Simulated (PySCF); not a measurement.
# CH4InNS (SMILES S=C[NH][InH2]): SVWN5/ANO-RCC-VDZP (sfX2C)

Aim: the vertical ionisation energy of CH4InNS at SVWN5/ANO-RCC-VDZP (sfX2C), from 2 runs. Input form: a Python script.

The results are computed with PySCF 2.14.0.

**1. The structure to begin with**

The species is CH4InNS (8 atoms), meant as a singlet with charge 0. As SMILES, `S=C[NH][InH2]`. The shape is that of a PBE0-D4/def2-TZVP optimisation. This is one conformer, not always the lowest.

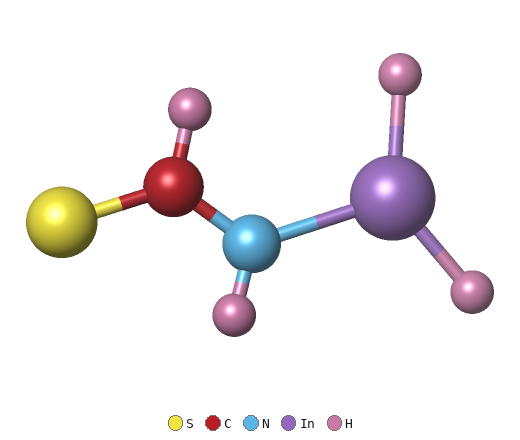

Viewed from a chosen angle; sulfur yellow, carbon red, nitrogen blue, indium purple, hydrogen pink.

**2. A single-point energy at SVWN5/ANO-RCC-VDZP (sfX2C)**

Contents of calc.py:

```python
from pyscf import gto, dft

mol = gto.M(
    atom='''
S        1.077600       2.713600       0.357400
C        0.504300       1.285100      -0.197100
N        0.104900       0.242600       0.543700
In      -0.618600      -1.559100      -0.172500
H        0.418700       1.113400      -1.274600
H        0.196000       0.431800       1.536700
H       -0.658800      -1.589600      -1.874300
H       -1.024000      -2.637700       1.080600
''',
    charge=0,
    verbose=3,
    basis='ano-rcc-vdzp',
    spin=0,
    max_memory=1860,
)

mf = dft.RKS(mol, xc='svwn')
mf = mf.x2c()
mf.conv_tol = 1e-10
mf.grids.level = 4
mf.kernel()
if not mf.converged:
    mf = mf.newton().run(mf.mo_coeff, mf.mo_occ)

etot = mf.e_tot
print('Final energy', etot)
```

On the command line:

```
$ OMP_NUM_THREADS=1 python calc.py
```

Output:

```text
converged SCF energy = -6367.48549679587
Final energy -6367.485496795867
```

Wall time 58 s (1 thread of Arm Neoverse V1, shared host); peak memory 0.4 GiB.

**3. The doublet cation at the same level**

Contents of input.xyz:

```xyz
8
CH4InNS
S      1.077600     2.713600     0.357400
C      0.504300     1.285100    -0.197100
N      0.104900     0.242600     0.543700
In    -0.618600    -1.559100    -0.172500
H      0.418700     1.113400    -1.274600
H      0.196000     0.431800     1.536700
H     -0.658800    -1.589600    -1.874300
H     -1.024000    -2.637700     1.080600
```

Contents of calc.py:

```python
from pyscf import gto, dft

mol = gto.Mole()
mol.atom = 'input.xyz'
mol.max_memory = 1860
mol.spin = 1
mol.charge = 1
mol.basis = 'ano-rcc-vdzp'
mol.verbose = 3
mol.build()

calc0 = dft.UKS(mol, xc='svwn')
calc0 = calc0.sfx2c1e()
calc0.conv_tol = 1e-10
calc0.grids.level = 4
calc0.kernel()
if not calc0.converged:
    calc0 = calc0.newton().run(calc0.mo_coeff, calc0.mo_occ)

e_final = calc0.e_tot
print('E(%s) = %.9f' % ('SVWN5', e_final))
```

On the command line:

```
$ OMP_NUM_THREADS=1 python calc.py
```

Output:

```text
WARN: HOMO -0.438015026086834 >= LUMO -0.437835677222965

converged SCF energy = -6367.18142084213  <S^2> = 0.7531582  2S+1 = 2.0031557
E(SVWN5) = -6367.181420842
```

Wall time 73 s (1 thread of Arm Neoverse V1, shared host); peak memory 0.4 GiB.

**4. What came out**

At SVWN5/ANO-RCC-VDZP (sfX2C):

| quantity | value |
| --- | --- |
| singlet CH4InNS: total energy | -6367.48550 Eh |
| singlet CH4InNS: dipole moment | 4.77 D |
| singlet CH4InNS: HOMO energy | -4.98 eV |
| singlet CH4InNS: LUMO energy | -3.23 eV |
| singlet CH4InNS: HOMO–LUMO gap | 1.75 eV |
| doublet cation: total energy | -6367.18142 Eh |
| doublet cation: HOMO energy (highest over α and β) | -12.03 eV |
| doublet cation: LUMO energy (lowest over α and β) | -11.61 eV |
| doublet cation: ⟨S²⟩ | 0.753 |
| vertical ionisation energy (to the doublet cation) | 8.274 eV |

In words: The vertical ionisation energy comes to 8.27 eV (798 kJ/mol). The negative HOMO energy of the first species, 4.98 eV, lies 3.30 eV below that difference. Mulliken charges (singlet CH4InNS) run from -0.38 on S1 to +0.58 on In4; they depend strongly on the basis. Mulliken charges (doublet cation) run from -0.23 on N3 to +0.67 on In4.
